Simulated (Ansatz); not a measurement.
**GeSiH6O (SMILES [OH][GeH2][SiH3]) at PBE/cc-pVDZ**

Aim: the energy change on altering one bond length of GeSiH6O at PBE/cc-pVDZ, from 2 runs. 

Program for the calculation: Ansatz 0.2.0.

63 further runs of the same task are left out: 63 set aside as unsound or not needed. Runs told in other sessions of the task aren't counted.

### 1 The molecule

GeSiH6O: 9 atoms, total charge 0, spin state singlet. As SMILES, `[OH][GeH2][SiH3]`. The coordinates come from a PBE0-D4/def2-TZVP relaxation. This is one conformer, not always the lowest.

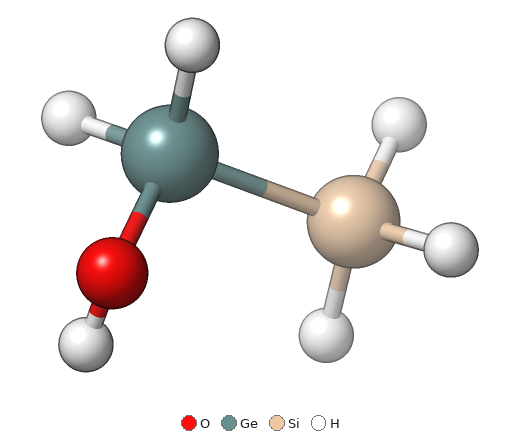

Viewed from a chosen angle; oxygen red, germanium teal, silicon light orange, hydrogen white.

### 2 A single-point energy at PBE/cc-pVDZ

File molecule.yaml:

```yaml
crystal:
  periodic: [false, false, false]
  atoms:
    - symbol: O
      position_ang: [-1.665400, 1.003200, -0.854800]
    - symbol: Ge
      position_ang: [0.086300, 0.899600, -0.495500]
    - symbol: Si
      position_ang: [0.525800, -1.010700, 0.870400]
    - symbol: H
      position_ang: [-1.973400, 0.267900, -1.389000]
    - symbol: H
      position_ang: [0.873700, 0.832100, -1.824400]
    - symbol: H
      position_ang: [0.388100, 2.226700, 0.215900]
    - symbol: H
      position_ang: [1.986000, -1.132800, 1.128400]
    - symbol: H
      position_ang: [0.060100, -2.236200, 0.166300]
    - symbol: H
      position_ang: [-0.192800, -0.896100, 2.165800]
basis:
  gaussian:
    orbitals: cc-pVDZ
hamiltonian:
  xc: pbe
accuracy: high
output:
  orbitals: {seedname: orbitals}
```

Started as:

```
$ ansatz run molecule.yaml --threads 1 --pin off --max-ram 3480MiB --events-out events.jsonl --progress --plain --runs-dir runs
```

Standard output:

```text
Warning: RAYON_NUM_THREADS=1 ignored (pool sized by the plan → 1); use --threads N
Functional definition: PBE
  name "PBE"
  parameter kappa = 0.804
  parameter beta = 0.06672455060314922
  exchange = pbe_x(kappa = kappa, mu = beta*pi^2/3)
  correlation = pbe_c(beta = beta)
2066 factors; integrals over basis functions are off by at most 4.7e-9 eV
mean field evaluation 1: about -66519.0913 eV, gradient 5.5e1 eV
mean field evaluation 2: about -66472.2782 eV, gradient 1.5e2 eV
mean field evaluation 4: about -66524.5297 eV, gradient 6.6e0 eV
mean field evaluation 8: about -66524.6837 eV, gradient 3.5e-1 eV
mean field evaluation 16: about -66524.6840 eV, gradient 3.6e-5 eV
mean field -66524.68402091 eV, -2444.7370457179 hartree, gradient 1.0e-8 eV, S^2 0.000000; 0 other end points of the search recorded, 0 dependent functions left out
reference -66524.68402463 eV, -2444.7370458548 hartree; 30, 30 occupied and 59, 59 virtual orbitals, 2066 factors
Total energy: -66524.68402463 eV, -2444.7370458548 hartree
```

Run time: 8.7 s. Hardware: 1 thread of Arm Neoverse V1, shared host; peak memory 0.24 GiB.

### 3 The distorted shape

File molecule.yaml:

```yaml
crystal:
  periodic: [false, false, false]
  atoms:
    - {symbol: O, position_ang: [-1.295799, 1.885562, -0.213759]}
    - {symbol: Ge, position_ang: [0.455901, 1.781962, 0.145541]}
    - {symbol: Si, position_ang: [0.895401, -0.128338, 1.511441]}
    - {symbol: H, position_ang: [-1.973400, 0.267900, -1.389000]}
    - {symbol: H, position_ang: [1.243301, 1.714462, -1.183359]}
    - {symbol: H, position_ang: [0.757701, 3.109062, 0.856941]}
    - {symbol: H, position_ang: [2.355601, -0.250438, 1.769441]}
    - {symbol: H, position_ang: [0.429701, -1.353838, 0.807341]}
    - {symbol: H, position_ang: [0.176801, -0.013738, 2.806841]}
basis:
  gaussian:
    orbitals: cc-pVDZ
hamiltonian:
  xc: {name: PBE}
accuracy: high
output: {orbitals: {seedname: orbitals}}
```

Started as:

```
$ ansatz run molecule.yaml --threads 1 --pin off --max-ram 3480MiB --events-out events.jsonl --progress --plain --runs-dir runs
```

Standard output (excerpt; [...] marks lines left out):

```text
Warning: RAYON_NUM_THREADS=1 ignored (pool sized by the plan → 1); use --threads N
[... 6 set-up lines as earlier in the session ...]
2061 factors; integrals over basis functions are off by at most 4.7e-9 eV
mean field evaluation 1: about -66507.8006 eV, gradient 6.7e1 eV
mean field evaluation 2: about -66353.1235 eV, gradient 1.7e2 eV
mean field evaluation 4: about -66513.6345 eV, gradient 3.0e1 eV
mean field evaluation 8: about -66519.3736 eV, gradient 1.4e1 eV
mean field evaluation 16: about -66519.9141 eV, gradient 1.1e-2 eV
mean field -66519.91413865 eV, -2444.5617557782 hartree, gradient 2.2e-8 eV, S^2 0.000000; 0 other end points of the search recorded, 0 dependent functions left out
reference -66519.91414243 eV, -2444.5617559171 hartree; 30, 30 occupied and 59, 59 virtual orbitals, 2061 factors
Total energy: -66519.91414243 eV, -2444.5617559171 hartree
```

It took 9 s on 1 thread of Arm Neoverse V1, shared host; peak memory 0.23 GiB.

### 4 Summary of results

At PBE/cc-pVDZ:

```
                                                         quantity           value
                                        first shape: total energy  -2444.73705 Eh
                                         first shape: HOMO energy        -6.20 eV
                                         first shape: LUMO energy        -0.93 eV
                                       first shape: HOMO–LUMO gap         5.27 eV
                                    distorted shape: total energy  -2444.56176 Eh
                                     distorted shape: HOMO energy        -5.99 eV
                                     distorted shape: LUMO energy        -5.61 eV
                                   distorted shape: HOMO–LUMO gap         0.38 eV
energy change with the O1–H4 bond stretched from 0.960 to 2.111 Å        4.770 eV
```

In words: One bond (distorted shape) is far stretched, which a spin-restricted single reference describes badly; a broken-symmetry solution may lie lower. With the O1–H4 bond stretched from 0.960 to 2.111 Å the energy rises by 4.77 eV (460 kJ/mol). The first shape isn't relaxed at this level, so the change isn't measured from a minimum. A restricted reference can't describe the breaking bond well at this length.
